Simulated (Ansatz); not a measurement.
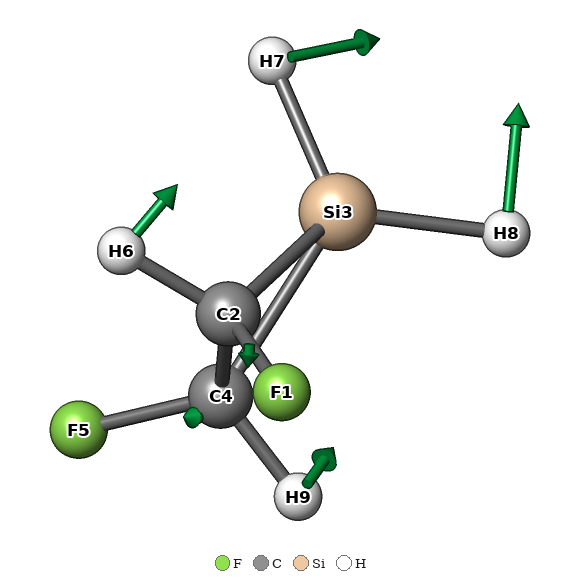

The arrows show one normal mode. Harmonic vibrations computed with RKS PBE0-D4/def2-TZVP (Ansatz 0.2.0) at a stationary point of the same level.

> Estimate its harmonic wavenumber.

934 cm⁻¹; it is mode 11 of 21 counted from the lowest.
